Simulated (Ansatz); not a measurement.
**GaSi (quartet): correlated methods under varied settings**

What do other methods and options give for GaSi (quartet) at this geometry, and how long do they take?

The runs use Ansatz 0.2.0, Gaussian basis; the settings change from run to run.

18 further runs of the same task are left out: 10 that didn't finish, 8 set aside as unsound or not needed.

### 1 What is computed

The geometry is a PBE0/def2-TZVPD stationary point (not a proven minimum) of the parent state, kept for this charge and spin. No spin-orbit coupling is included. The filled d shell of Ga may be among the frozen orbitals whatever the setting's name suggests; the logs give the count.

2 atoms, charge 0, spin multiplicity 4.

Atoms are counted from 1 here; the program's logs count them from 0.

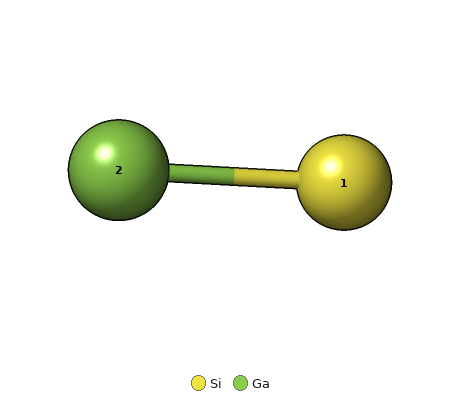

The geometry (silicon yellow, gallium green); atoms are numbered from 1 in the order of the file.

### 2 MP2 on UHF/def2-SVP

in.yaml reads:

```yaml
crystal:
  periodic: [false, false, false]
  atoms:
    - {symbol: Si, position_ang: [0.000000, 0.000000, 0.000000]}
    - {symbol: Ga, position_ang: [0.000000, 0.000000, 2.421900]}
basis:
  gaussian: {orbitals: def2-SVP, point_charges: [{charge: 1.00, position_ang: [3.500, -0.302, -0.321]}]}
magnetization: {spin_polarized: true, initial_magnetization: 3}
correlation: {method: mp2, electrons: outside_noble_gas}
output: {forces: true}
```

The run is started by

```sh
ansatz run in.yaml --threads 1 --pin off --events-out ev --progress --plain --max-ram 2393MiB
```

Log:

```text
Functional definition: HF
  name "HF"
  cite "Fock, Z. Phys. 61, 126 (1930) doi:10.1007/BF01340294"
  parent pbe
  exchange = exact_x
  correlation = 0
485 factors; integrals over basis functions are off by at most 6.2e-4 eV
mean field evaluation 1: about -60185.5265 eV, gradient 6.3e0 eV
mean field evaluation 2: about -60185.5324 eV, gradient 6.3e0 eV
mean field evaluation 4: about -60186.0960 eV, gradient 1.3e0 eV
mean field evaluation 8: about -60186.1287 eV, gradient 9.3e-3 eV
mean field evaluation 16: about -60186.1078 eV, gradient 5.7e-1 eV
mean field -60186.12874384 eV, -2211.7994357128 hartree, gradient 2.9e-6 eV, S^2 3.770359; 4 other end points of the search recorded, 0 dependent functions left out
19 core orbitals not correlated: weight in the atoms' cores, before any rotation towards them, 0.999 or more for the frozen orbitals, at most 0.001 for the correlated occupied ones
reference -60186.12874384 eV, -2211.7994357128 hartree; 5, 2 occupied and 26, 29 virtual orbitals, 485 factors
second order -2.56551683 eV of doubles, -0.00000000 eV of singles
the calculation of the forces begins
Total energy: -60188.69426067 eV, -2211.8937167173 hartree
Atom 0 at     0.000000     0.000000     0.000000 Å, force     0.490740    -0.042344    -0.416378 eV/Å
Atom 1 at     0.000000     0.000000     2.421900 Å, force    -0.118328     0.010210     0.464101 eV/Å
Dipole moment:    -0.350648     0.030256     0.654869 e Å
```

Wall time 0.84 s (1 thread of Intel Xeon 6975P-C, shared host).

From the report: ⟨S²⟩ of the determinant 3.770 (pure quartet: 3.75).

### 3 BCCD on ROHF/aug-cc-pVDZ

in.yaml reads:

```yaml
crystal:
  periodic: [false, false, false]
  atoms:
    - {symbol: Si, position_ang: [0.000000, 0.000000, 0.000000]}
    - {symbol: Ga, position_ang: [0.000000, 0.000000, 2.421900]}
basis:
  gaussian: {orbitals: aug-cc-pVDZ}
magnetization: {spin_polarized: false, initial_magnetization: 3}
correlation: {method: bccd, electrons: outside_noble_gas, diis_vectors: 2}
```

The command is unchanged.

Log, cut to the lines that bear on the results:

```text
Functional definition: HF
  name "HF"
  cite "Fock, Z. Phys. 61, 126 (1930) doi:10.1007/BF01340294"
  parent pbe
[...]
690 factors; integrals over basis functions are off by at most 5.2e-4 eV
[...]
mean field -60194.21029725 eV, -2212.0964273227 hartree, gradient 4.1e-6 eV, S^2 3.750000; 1 other end points of the search recorded, 0 dependent functions left out
[...]
determinant -60194.21029725 eV, -2212.0964273227 hartree, with singles and doubles -60197.80621982 eV, -2212.2285750398 hartree
determinant -60191.69044210 eV, -2212.0038243541 hartree, with singles and doubles -60195.32105624 eV, -2212.1372469629 hartree
19 core orbitals not correlated: weight in the atoms' cores, before any rotation towards them, 0.999 or more for the frozen orbitals, at most 0.001 for the correlated occupied ones
reference -60194.21029725 eV, -2212.0964273227 hartree; 5, 2 occupied and 39, 42 virtual orbitals, 690 factors
second order -2.80732127 eV of doubles, -0.03674681 eV of singles
cycle   1  -3.58045339 eV  change   -5.3e-2 eV  update   1.7e-2
[...]
cycle  14  -3.57666108 eV  change   -2.8e-7 eV  update   7.4e-6
Total energy: -60197.78695833 eV, -2212.2278671932 hartree
```

Run time: 2.6 s. Hardware: 1 thread of Intel Xeon 6975P-C, shared host.

From the report: correlation -3.5767 eV; largest double amplitude 0.05.

### 4 CASSCF(7,6)/6-31G*

in.yaml reads:

```yaml
crystal:
  periodic: [false, false, false]
  atoms:
    - {symbol: Si, position_ang: [0.000000, 0.000000, 0.000000]}
    - {symbol: Ga, position_ang: [0.000000, 0.000000, 2.421900]}
basis:
  gaussian: {orbitals: "6-31G*"}
magnetization: {spin_polarized: false, initial_magnetization: 3}
correlation: {active_space: {window: {electrons: 7, orbitals: 6}}}
scf: {lower_state_search: off}
```

Same command.

Log:

```text
Functional definition: HF
  name "HF"
  cite "Fock, Z. Phys. 61, 126 (1930) doi:10.1007/BF01340294"
  parent pbe
  exchange = exact_x
  correlation = 0
these checks for a lower state are left out or cut short: stability, starts, cluster_reference, orbital_swaps, neighbouring_geometries, increment
476 factors; integrals over basis functions are off by at most 8.2e-4 eV
mean field evaluation 1: about -60186.5991 eV, gradient 4.1e0 eV
mean field evaluation 2: about -60186.6134 eV, gradient 4.1e0 eV
mean field evaluation 4: about -60186.9053 eV, gradient 1.5e0 eV
mean field evaluation 8: about -60186.9320 eV, gradient 2.4e-1 eV
mean field -60186.93896413 eV, -2211.8292107592 hartree, gradient 3.2e-6 eV, S^2 3.750000; 0 other end points of the search recorded, 0 dependent functions left out
reference -60186.93896413 eV, -2211.8292107592 hartree; 24, 21 occupied and 30, 33 virtual orbitals, 476 factors
state -60187.41983107 eV, -2211.8468822934 hartree
Total energy: -60187.41983107 eV, -2211.8468822934 hartree
Checks for a lower state left out: stability, starts, cluster_reference, orbital_swaps, neighbouring_geometries, increment
```

Run time: 0.54 s. Hardware: 1 thread of Intel Xeon 6975P-C, shared host.

From the report: 90 determinants; active occupations 1.99, 1.94, 1.02, 1.00, 0.99, 0.06.

### 5 BCCD(T) on UHF/def2-SVP

in.yaml reads:

```yaml
crystal:
  periodic: [false, false, false]
  atoms:
    - {symbol: Si, position_ang: [0.000000, 0.000000, 0.000000]}
    - {symbol: Ga, position_ang: [0.000000, 0.000000, 2.421900]}
basis:
  gaussian: {orbitals: def2-SVP}
magnetization: {spin_polarized: true, initial_magnetization: 3}
correlation: {method: bccd_t, electrons: outside_noble_gas}
scf: {lower_state_search: full}
output: {forces: true}
```

Same command.

Log, cut to the lines that bear on the results:

```text
Functional definition: HF
  name "HF"
  cite "Fock, Z. Phys. 61, 126 (1930) doi:10.1007/BF01340294"
  parent pbe
[...]
485 factors; integrals over basis functions are off by at most 6.2e-4 eV
[...]
mean field -60185.69193800 eV, -2211.7833833943 hartree, gradient 5.8e-6 eV, S^2 3.765650; 10 other end points of the search recorded, 0 dependent functions left out
determinant -60185.69193800 eV, -2211.7833833943 hartree, with singles and doubles -60189.08327074 eV, -2211.9080125738 hartree
determinant -60183.41171562 eV, -2211.6995867675 hartree, with singles and doubles -60186.46922731 eV, -2211.8119482494 hartree
determinant -60182.41039768 eV, -2211.6627890120 hartree, with singles and doubles -60185.49040425 eV, -2211.7759771656 hartree
19 core orbitals not correlated: weight in the atoms' cores, before any rotation towards them, 0.999 or more for the frozen orbitals, at most 0.001 for the correlated occupied ones
reference -60185.69193800 eV, -2211.7833833943 hartree; 5, 2 occupied and 26, 29 virtual orbitals, 485 factors
second order -2.63661814 eV of doubles, -0.00000000 eV of singles
cycle   1  -3.38292018 eV  change    8.4e-3 eV  update   1.2e-2
[...]
cycle  12  -3.37803491 eV  change   -3.7e-8 eV  update   3.1e-7
perturbative correction -0.16283959 eV, -0.0059842447 hartree
[...]
Total energy: -60189.23281251 eV, -2211.9135081324 hartree
Atom 0 at     0.000000     0.000000     0.000000 Å, force    -0.000000     0.000000    -0.176571 eV/Å
Atom 1 at     0.000000     0.000000     2.421900 Å, force     0.000000     0.000000     0.176571 eV/Å
Dipole moment:     0.000000    -0.000000     0.235883 e Å
```

It took 4 s on 1 thread of Intel Xeon 6975P-C, shared host.

From the report: ⟨S²⟩ of the determinant 3.766 (pure quartet: 3.75); correlation -3.5409 eV; largest double amplitude 0.08.

### 6 CCSD on ROHF/aug-cc-pVDZ

in.yaml reads:

```yaml
crystal:
  periodic: [false, false, false]
  atoms:
    - {symbol: Si, position_ang: [0.000000, 0.000000, 0.000000]}
    - {symbol: Ga, position_ang: [0.000000, 0.000000, 2.421900]}
basis:
  gaussian: {orbitals: aug-cc-pVDZ, point_charges: [{charge: -1.00, position_ang: [3.418, 0.584, -0.707]}]}
magnetization: {spin_polarized: false, initial_magnetization: 3}
correlation: {method: ccsd, electrons: outside_noble_gas, diis_vectors: 4}
```

Launched as before.

Log, cut to the lines that bear on the results:

```text
Functional definition: HF
  name "HF"
  cite "Fock, Z. Phys. 61, 126 (1930) doi:10.1007/BF01340294"
  parent pbe
[...]
690 factors; integrals over basis functions are off by at most 5.2e-4 eV
[...]
mean field -60194.39881376 eV, -2212.1033551766 hartree, gradient 4.1e-6 eV, S^2 3.750000; 4 other end points of the search recorded, 0 dependent functions left out
[...]
determinant -60194.39881376 eV, -2212.1033551766 hartree, with singles and doubles -60198.01343645 eV, -2212.2361901106 hartree
determinant -60192.58362671 eV, -2212.0366482831 hartree, with singles and doubles -60195.96396192 eV, -2212.1608733109 hartree
determinant -60191.98050112 eV, -2212.0144838263 hartree, with singles and doubles -60195.62157058 eV, -2212.1482906611 hartree
19 core orbitals not correlated: weight in the atoms' cores, before any rotation towards them, 0.999 or more for the frozen orbitals, at most 0.001 for the correlated occupied ones
reference -60194.39881376 eV, -2212.1033551766 hartree; 5, 2 occupied and 39, 42 virtual orbitals, 690 factors
second order -2.82922297 eV of doubles, -0.03155104 eV of singles
cycle   1  -3.60013221 eV  change   -5.6e-2 eV  update   1.5e-2
[...]
cycle  10  -3.60331517 eV  change   -7.5e-7 eV  update   4.1e-6
Total energy: -60198.00212893 eV, -2212.2357745667 hartree
```

Run time: 3.1 s. Hardware: 1 thread of Intel Xeon 6975P-C, shared host.

From the report: correlation -3.6033 eV; T1 0.037; largest double amplitude 0.04.

### 7 CCSD(T) on ROHF/def2-SVPD

in.yaml reads:

```yaml
crystal:
  periodic: [false, false, false]
  atoms:
    - {symbol: Si, position_ang: [0.000000, 0.000000, 0.000000]}
    - {symbol: Ga, position_ang: [0.000000, 0.000000, 2.421900]}
basis:
  gaussian: {orbitals: def2-SVPD, point_charges: [{charge: -1.00, position_ang: [4.565, -0.562, 0.073]}]}
magnetization: {spin_polarized: false, initial_magnetization: 3}
correlation: {method: ccsd_t, electrons: valence}
accuracy: high
scf: {lower_state_search: off}
```

The command is unchanged.

Log, cut to the lines that bear on the results:

```text
Functional definition: HF
  name "HF"
  cite "Fock, Z. Phys. 61, 126 (1930) doi:10.1007/BF01340294"
  parent pbe
[...]
996 factors; integrals over basis functions are off by at most 4.2e-9 eV
[...]
mean field -60185.75852786 eV, -2211.7858305266 hartree, gradient 3.2e-8 eV, S^2 3.750000; 0 other end points of the search recorded, 0 dependent functions left out
14 core orbitals not correlated: weight in the atoms' cores, before any rotation towards them, 1.000 or more for the frozen orbitals, at most 0.000 for the correlated occupied ones
reference -60185.75852786 eV, -2211.7858305266 hartree; 10, 7 occupied and 38, 41 virtual orbitals, 996 factors
second order -6.82819359 eV of doubles, -0.03541367 eV of singles
cycle   1  -6.81360355 eV  change    5.1e-2 eV  update   9.7e-2
[...]
cycle  26  -7.22296208 eV  change  -5.4e-10 eV  update   1.3e-9
perturbative correction -0.32738853 eV, -0.0120313064 hartree
Total energy: -60193.30887847 eV, -2212.0633007938 hartree
Checks for a lower state left out: stability, starts, cluster_reference, orbital_swaps, neighbouring_geometries, increment
```

It took 4.2 s on 1 thread of Intel Xeon 6975P-C, shared host; peak memory 0.27 GiB.

From the report: correlation -7.5504 eV; T1 0.026; largest double amplitude 0.07.

### 8 CCSDT(Q) on UHF/def2-mTZVP

in.yaml reads:

```yaml
crystal:
  periodic: [false, false, false]
  atoms:
    - {symbol: Si, position_ang: [0.000000, 0.000000, 0.000000]}
    - {symbol: Ga, position_ang: [0.000000, 0.000000, 2.421900]}
basis:
  gaussian: {orbitals: def2-mTZVP, fitting: {mean_field: def2-universal-jkfit}}
magnetization: {spin_polarized: true, initial_magnetization: 3}
hamiltonian: {pseudopotentials: {relativity: scalar}}
correlation: {method: ccsdt_q, electrons: outside_noble_gas}
```

The command is unchanged.

Log, cut to the lines that bear on the results:

```text
Functional definition: HF
  name "HF"
  cite "Fock, Z. Phys. 61, 126 (1930) doi:10.1007/BF01340294"
  parent pbe
[...]
394 factors; integrals over basis functions are off by at most 6.8e-2 eV
[...]
mean field -60620.13554517 eV, -2227.7488914814 hartree, gradient 2.5e-6 eV, S^2 3.765444; 4 other end points of the search recorded, 0 dependent functions left out
determinant -60620.13554517 eV, -2227.7488914814 hartree, with singles and doubles -60623.39770481 eV, -2227.8687736370 hartree
determinant -60617.83045473 eV, -2227.6641809701 hartree, with singles and doubles -60620.80634895 eV, -2227.7735430656 hartree
determinant -60617.77499134 eV, -2227.6621427283 hartree, with singles and doubles -60620.90434954 eV, -2227.7771445209 hartree
19 core orbitals not correlated: weight in the atoms' cores, before any rotation towards them, 0.999 or more for the frozen orbitals, at most 0.001 for the correlated occupied ones
reference -60620.13554517 eV, -2227.7488914814 hartree; 5, 2 occupied and 34, 37 virtual orbitals, 394 factors
second order -2.52470694 eV of doubles, -0.00000000 eV of singles
cycle   1  -2.99750468 eV  change   -4.7e-1 eV  update   8.8e-2
[...]
cycle  16  -3.42859202 eV  change   -9.9e-8 eV  update   2.9e-7
perturbative correction -0.00940387 eV, -0.0003455857 hartree
Total energy: -60623.57354105 eV, -2227.8752354997 hartree
Relativity: scalar
```

Wall time 7.5 s (1 thread of Intel Xeon 6975P-C, shared host).

From the report: ⟨S²⟩ of the determinant 3.765 (pure quartet: 3.75); correlation -3.4380 eV; T1 0.040; largest double amplitude 0.09.

### 9 CCSDT(Q)/B on ROHF/6-31G

in.yaml reads:

```yaml
crystal:
  periodic: [false, false, false]
  atoms:
    - {symbol: Si, position_ang: [0.000000, 0.000000, 0.000000]}
    - {symbol: Ga, position_ang: [0.000000, 0.000000, 2.421900]}
basis:
  gaussian: {orbitals: 6-31G}
magnetization: {spin_polarized: false, initial_magnetization: 3}
hamiltonian: {pseudopotentials: {relativity: none}}
correlation: {method: ccsdt_q_b, electrons: outside_noble_gas}
output: {forces: true}
```

The command is unchanged.

Log, cut to the lines that bear on the results:

```text
Functional definition: HF
  name "HF"
  cite "Fock, Z. Phys. 61, 126 (1930) doi:10.1007/BF01340294"
  parent pbe
[...]
682 factors; integrals over basis functions are off by at most 1.0e-7 eV
[...]
mean field -60185.39392760 eV, -2211.7724317140 hartree, gradient 3.9e-6 eV, S^2 3.750000; 2 other end points of the search recorded, 0 dependent functions left out
determinant -60185.39392760 eV, -2211.7724317140 hartree, with singles and doubles -60187.36027143 eV, -2211.8446935168 hartree
determinant -60182.98099122 eV, -2211.6837579376 hartree, with singles and doubles -60184.91249926 eV, -2211.7547395488 hartree
determinant -60182.97298330 eV, -2211.6834636521 hartree, with singles and doubles -60184.62713055 eV, -2211.7442524424 hartree
19 core orbitals not correlated: weight in the atoms' cores, before any rotation towards them, 0.997 or more for the frozen orbitals, at most 0.002 for the correlated occupied ones
reference -60185.39392760 eV, -2211.7724317140 hartree; 5, 2 occupied and 18, 21 virtual orbitals, 682 factors
second order -1.34677414 eV of doubles, -0.03445666 eV of singles
cycle   1  -1.71013797 eV  change   -3.3e-1 eV  update   8.7e-2
[...]
cycle  15  -2.05139196 eV  change    5.3e-7 eV  update   3.5e-7
perturbative correction -0.00439330 eV, -0.0001614509 hartree
[...]
Total energy: -60187.44971286 eV, -2211.8479804289 hartree
Atom 0 at     0.000000     0.000000     0.000000 Å, force    -0.000000     0.000000    -0.844416 eV/Å
Atom 1 at     0.000000     0.000000     2.421900 Å, force    -0.000000     0.000000     0.844415 eV/Å
Dipole moment:     0.000000    -0.000000     0.309825 e Å
```

It took 9.5 s on 1 thread of Intel Xeon 6975P-C, shared host; peak memory 0.25 GiB.

From the report: correlation -2.0558 eV; T1 0.052; largest double amplitude 0.10.

### 10 CCSD(T) on ROHF/aug-cc-pVDZ

in.yaml reads:

```yaml
crystal:
  periodic: [false, false, false]
  atoms:
    - {symbol: Si, position_ang: [0.000000, 0.000000, 0.000000]}
    - {symbol: Ga, position_ang: [0.000000, 0.000000, 2.421900]}
basis:
  gaussian: {orbitals: aug-cc-pVDZ, fitting: {mean_field: def2-universal-jkfit}}
magnetization: {spin_polarized: false, initial_magnetization: 3}
correlation: {method: ccsd_t, electrons: outside_noble_gas}
scf: {lower_state_search: off}
output: {forces: true}
```

Launched as before.

Log, cut to the lines that bear on the results:

```text
Functional definition: HF
  name "HF"
  cite "Fock, Z. Phys. 61, 126 (1930) doi:10.1007/BF01340294"
  parent pbe
[...]
394 factors; integrals over basis functions are off by at most 1.6e-1 eV
[...]
mean field -60194.20762994 eV, -2212.0963293008 hartree, gradient 1.1e-6 eV, S^2 3.750000; 0 other end points of the search recorded, 0 dependent functions left out
19 core orbitals not correlated: weight in the atoms' cores, before any rotation towards them, 0.999 or more for the frozen orbitals, at most 0.001 for the correlated occupied ones
reference -60194.20762994 eV, -2212.0963293008 hartree; 5, 2 occupied and 39, 42 virtual orbitals, 394 factors
second order -2.80807092 eV of doubles, -0.03674610 eV of singles
cycle   1  -3.35873190 eV  change   -5.1e-1 eV  update   7.7e-2
[...]
cycle  14  -3.58547841 eV  change    2.8e-7 eV  update   3.2e-7
perturbative correction -0.16387699 eV, -0.0060223683 hartree
[...]
Total energy: -60197.95698534 eV, -2212.2341155704 hartree
Atom 0 at     0.000000     0.000000     0.000000 Å, force    -0.000000    -0.000000    -0.428911 eV/Å
Atom 1 at     0.000000     0.000000     2.421900 Å, force     0.000000     0.000000     0.428911 eV/Å
Dipole moment:     0.000000     0.000000     0.287034 e Å
Checks for a lower state left out: starts, cluster_reference, orbital_swaps, neighbouring_geometries, increment
```

It took 2.2 s on 1 thread of Intel Xeon 6975P-C, shared host.

From the report: correlation -3.7494 eV; T1 0.033; largest double amplitude 0.05.

### 11 All runs side by side

Where basis and cores are those of an earlier UCCSDT(Q)/aug-cc-pVDZ run (-60198.0169 eV), and the state is the same kind, the miss against it is given.

```tsv
level	correlated	functions	energy (eV)	from UCCSDT(Q) (meV)	time
MP2 on UHF/def2-SVP (beside a point charge)	outside noble gas	50	-60188.6943		0.84 s
BCCD on ROHF/aug-cc-pVDZ	outside noble gas	63	-60197.7870	229.9	2.6 s
CASSCF(7,6)/6-31G*		54	-60187.4198		0.54 s
BCCD(T) on UHF/def2-SVP	outside noble gas	50	-60189.2328		4 s
CCSD on ROHF/aug-cc-pVDZ (beside a point charge)	outside noble gas	63	-60198.0021		3.1 s
CCSD(T) on ROHF/def2-SVPD (beside a point charge)	valence	62	-60193.3089		4.2 s
CCSDT(Q) on UHF/def2-mTZVP (relativity set)	outside noble gas	58	-60623.5735		7.5 s
CCSDT(Q)/B on ROHF/6-31G	outside noble gas	42	-60187.4497		9.5 s
CCSD(T) on ROHF/aug-cc-pVDZ	outside noble gas	63	-60197.9570	59.9	2.2 s
```

### 12 Outcome

```
quantity                            value
    runs                                9
quickest       CASSCF(7,6)/6-31G*, 0.54 s
 slowest  CCSDT(Q)/B on ROHF/6-31G, 9.5 s
```

In words: Total energies in different bases, with other cores or another treatment of relativity can't be set against each other. CCSDT(Q)/B on ROHF/6-31G took 18 times as long as CASSCF(7,6)/6-31G*; the jobs differ in more than the method. Among the correlated runs with a miss given, it spans +60 to +230 meV.
